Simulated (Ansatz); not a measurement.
# Direct or indirect: GaN (P6_3mc)

Space group P6_3mc (No. 186). a = 3.180 Å, b = 3.180 Å, c = 5.166 Å, α = 90.00°, β = 90.00°, γ = 120.00°
```json
{"atom": "Ga", "site": "2b", "symmetry": "3m.", "x": "0.6667", "y": "0.3333", "z": "0.5000"}
{"atom": "N", "site": "2b", "symmetry": "3m.", "x": "0.6667", "y": "0.3333", "z": "0.8750"}
```

Method: Ansatz, PBE, independent particles, without spin-orbit coupling, line width 0.1 eV (Gaussian). The band structure gives a fundamental gap of 1.96 eV. The spectrum of vertical transitions near the edge:

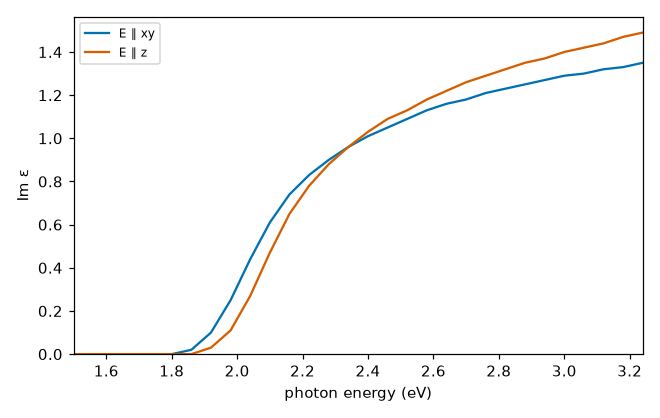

(1) Is the gap direct or indirect, and about where do vertical transitions set in?

Results:

(1) Direct: the band path has its least direct gap at the fundamental one, 1.96 eV, and the curves rise from there. Lines are broadened by 0.1 eV, which spreads the edge.

[Logs are printed without paths, hosts, clocks, repeated set-up lines and the standing remarks that a program may print on its own settings, such as how far it seeks lower states.]
